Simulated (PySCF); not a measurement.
Run report: C7H10OSi2, NMR shielding calculation

The run: NMR shielding calculation of C7H10OSi2, SMILES C=C1[SiH2]C(C=O)=C([SiH3])C1=C. Method and program: GIAO PBE0/pcSseg-1 NMR shielding, non-relativistic, gas phase (PySCF 2.14.0).

The geometry comes from this level: GFN2-xTB. It belongs to a series of runs on one base structure; here: SiH2 inserted into a C-C bond. Figures and captions count atoms from 1; the log counts them from 0 in places.

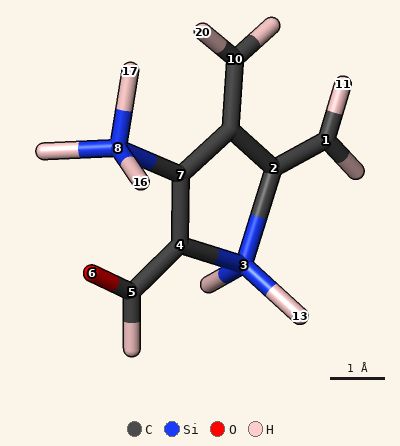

Fig. 1: The structure (stick view, seen at a tilt; atoms are numbered from 1 in the order of the input).

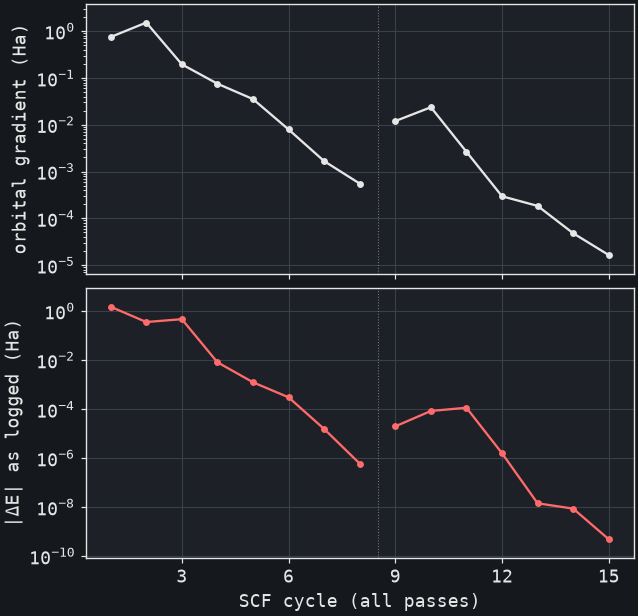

Fig. 2: Convergence of the self-consistent field: orbital gradient and size of the energy change against the SCF cycle. The dotted line marks the change from a coarse to the final integration grid. The first 8 cycles use a coarse grid, the final grid takes over at cycle 9, and the field converges after 15 cycles in all.

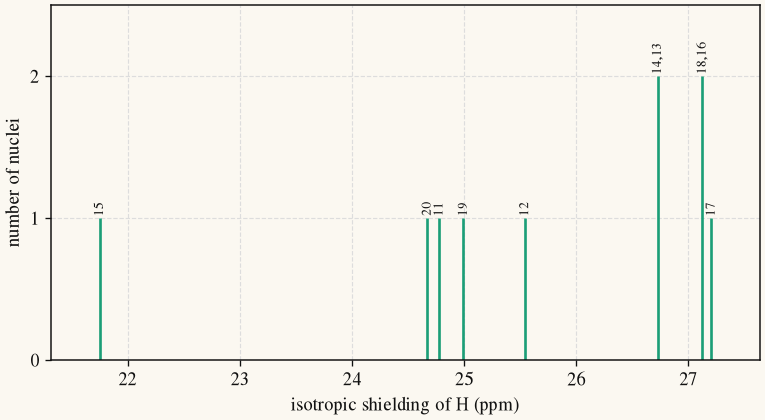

Fig. 3: Isotropic shieldings of the hydrogen nuclei in this fixed geometry, labelled by atom number; shielding grows to the right, so chemical shift grows to the left. The least shielded is H15 (21.8 ppm), the most shielded H17 (27.2 ppm).

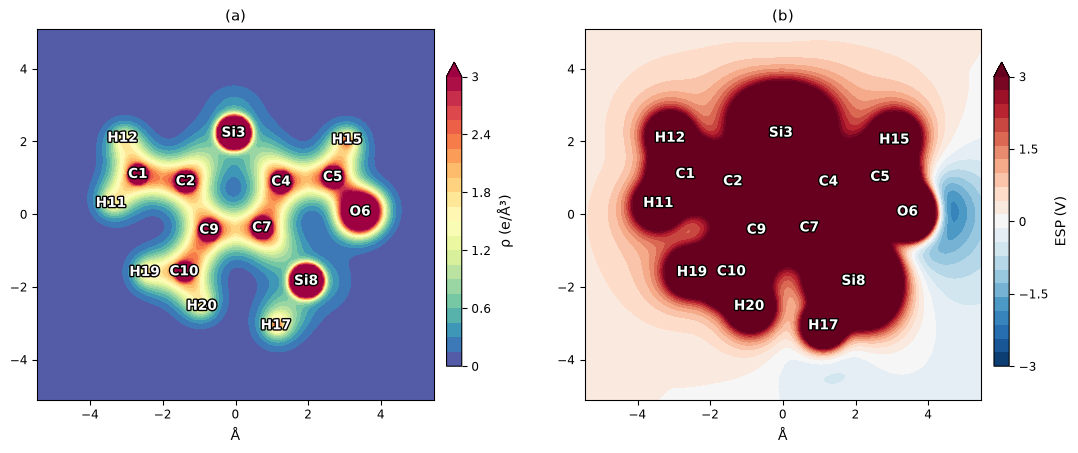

Fig. 4: (a) total electron density; (b) electrostatic potential on the plane of atoms C7, Si8 and H17. The section cuts through C, Si, O and H sites. C–C (1.33 Å): ρ at the midpoint is about 2.3 e/Å³. C–H (1.07 Å): ρ at the midpoint is about 2.1 e/Å³. C–C (1.43 Å): ρ is about 2 e/Å³ halfway.

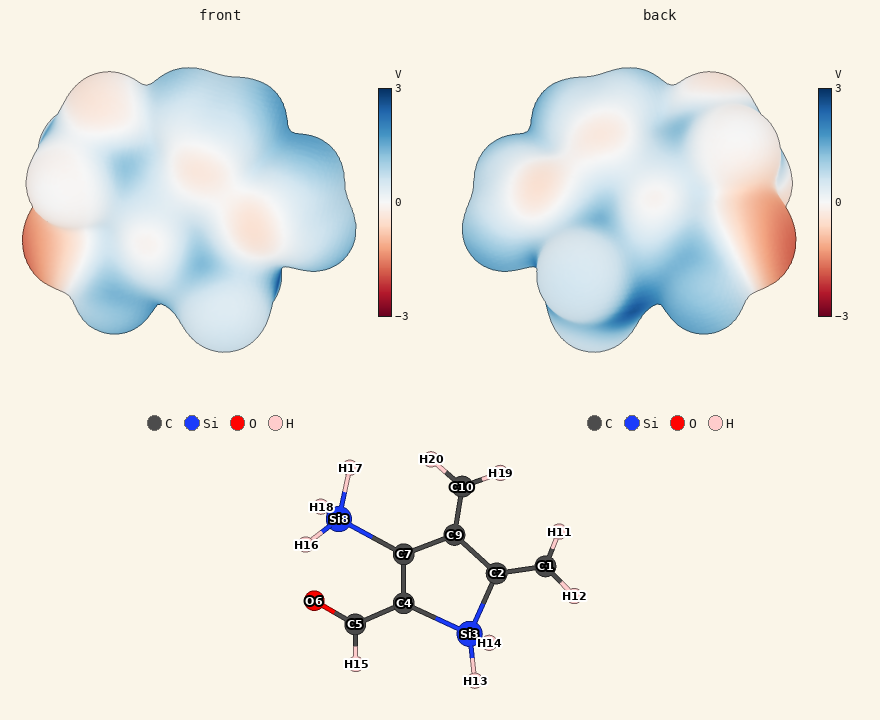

Fig. 5: The electrostatic potential painted on the density surface at 0.004 e/bohr³, seen at a tilt and from behind; red is negative and blue positive. The bare structure is drawn below in the same view. A positive charge is drawn to the negative regions and a negative charge to the positive ones.

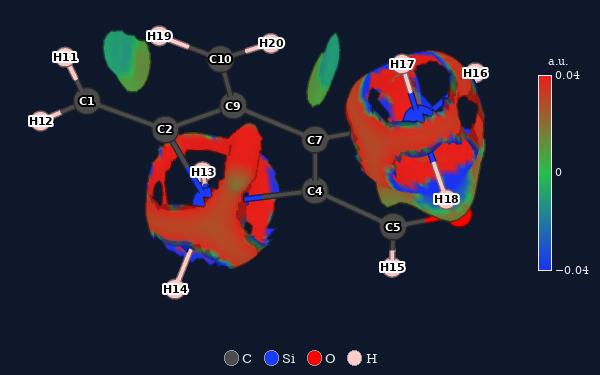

Fig. 6: Non-covalent interaction (NCI) plot: the surface where the reduced density gradient is 0.6, for densities under 0.05 a.u., coloured by sign(λ₂)ρ; seen at an oblique angle.

The input that produced these results follows, with the program's output.

Input file
```
{"job": {"kind": "nmr", "xc": "PBE0", "basis": "pcSseg-1"}, "charge": 0, "multiplicity": 1}
C      2.880293     0.872340     0.349714
C      1.719082     0.277646     0.094064
Si     1.486656    -1.518138    -0.448488
C     -0.367455    -1.256636    -0.346536
C     -1.414192    -2.196763    -0.589716
O     -2.598660    -1.914451    -0.502831
C     -0.721637     0.015611     0.006531
Si    -2.581287     0.404899     0.139664
C      0.392681     0.925708     0.227525
C      0.232347     2.228474     0.491877
H      2.968123     1.894148     0.685836
H      3.810509     0.342234     0.231202
H      2.008663    -2.497596     0.507754
H      1.975869    -1.791385    -1.802288
H     -1.110804    -3.218944    -0.868909
H     -3.156138    -0.317124     1.269674
H     -2.681936     1.828089     0.544205
H     -3.178875     0.372363    -1.191695
H      1.073179     2.886574     0.628890
H     -0.741563     2.673630     0.570489
```

The first line tells a small driver script what to run in PySCF; the rest is the geometry in Å.

Launched with:
```bash
OMP_NUM_THREADS=1 python <driver script> task.json out
```

What the program printed
```
coarse grid: 18136 points
cycle   1  E = -925.9912740223  dE =  1.510e+00  |g| = 7.530e-01  |ddm| = 4.498e+00
cycle   2  E = -925.6311224126  dE =  3.602e-01  |g| = 1.533e+00  |ddm| = 2.851e+00
cycle   3  E = -926.1017940845  dE = -4.707e-01  |g| = 1.961e-01  |ddm| = 2.285e+00
cycle   4  E = -926.1099948909  dE = -8.201e-03  |g| = 7.545e-02  |ddm| = 3.054e-01
cycle   5  E = -926.1112463046  dE = -1.251e-03  |g| = 3.541e-02  |ddm| = 1.266e-01
cycle   6  E = -926.1115509944  dE = -3.047e-04  |g| = 7.931e-03  |ddm| = 3.982e-02
cycle   7  E = -926.1115665398  dE = -1.555e-05  |g| = 1.669e-03  |ddm| = 8.677e-03
cycle   8  E = -926.1115671406  dE = -6.008e-07  |g| = 5.520e-04  |ddm| = 2.371e-03
final grid: 167240 points
cycle   9  E = -926.1806972515  dE = -1.989e-05  |g| = 1.200e-02  |ddm| = 4.216e-02
cycle  10  E = -926.1806126856  dE =  8.457e-05  |g| = 2.370e-02  |ddm| = 3.571e-02
cycle  11  E = -926.1807269336  dE = -1.142e-04  |g| = 2.642e-03  |ddm| = 2.624e-02
cycle  12  E = -926.1807285172  dE = -1.584e-06  |g| = 2.959e-04  |ddm| = 2.823e-03
cycle  13  E = -926.1807285316  dE = -1.440e-08  |g| = 1.840e-04  |ddm| = 5.150e-04
cycle  14  E = -926.1807285403  dE = -8.732e-09  |g| = 4.787e-05  |ddm| = 2.448e-04
cycle  15  E = -926.1807285408  dE = -4.904e-10  |g| = 1.636e-05  |ddm| = 5.790e-05
converged SCF energy = -926.1807285408

GIAO shielding tensors (ppm)
atom      isotropic    diamagn.    paramagn.     s11        s22        s33       span
  0 C       53.469     252.698    -199.229    -63.945     56.083    168.270    232.215
  1 C       38.626     260.460    -221.834    -66.773     30.913    151.738    218.511
  2 Si     399.965     883.811    -483.845    359.666    386.751    453.478     93.812
  3 C       36.801     265.657    -228.857    -63.777     40.973    133.205    196.982
  4 C      -10.037     246.833    -256.870    -88.972    -41.152    100.014    188.986
  5 O     -293.061     407.348    -700.409   -852.783   -351.093    324.692   1177.475
  6 C      -13.538     258.073    -271.611   -146.261    -47.773    153.418    299.679
  7 Si     441.947     880.378    -438.431    407.662    426.666    491.512     83.850
  8 C       28.801     256.061    -227.260    -75.442     26.298    135.547    210.990
  9 C       55.587     255.552    -199.965    -49.890     42.195    174.457    224.347
 10 H       24.778      32.068      -7.290     22.284     23.557     28.493      6.208
 11 H       25.542      28.806      -3.264     23.066     23.601     29.959      6.893
 12 H       26.732      29.926      -3.194     23.610     24.904     31.680      8.070
 13 H       26.719      29.837      -3.119     23.694     24.788     31.674      7.979
 14 H       21.751      27.280      -5.529     18.946     22.291     24.017      5.071
 15 H       27.128      29.361      -2.233     23.576     26.239     31.569      7.993
 16 H       27.205      30.947      -3.742     22.580     27.188     31.846      9.265
 17 H       27.121      29.377      -2.256     23.538     26.197     31.628      8.090
 18 H       24.995      32.357      -7.362     23.024     23.517     28.443      5.419
 19 H       24.673      33.234      -8.561     21.733     23.537     28.748      7.015
```

Key numbers

| quantity | value |
| --- | --- |
| outcome | converged |
| total energy | −926.180729 hartree |
| HOMO | −7.04 eV |
| LUMO | −2.73 eV |
| dipole moment | 3.37 D |
| isotropic shielding, C | −13.5 to 55.6 ppm |
| isotropic shielding, Si | 400.0 to 441.9 ppm |
| isotropic shielding, O | −293.1 ppm |
| isotropic shielding, H | 21.8 to 27.2 ppm |
| hardware | 1 CPU thread, shared host |
| wall time | 2.3 min |
| peak memory | 1 GiB |
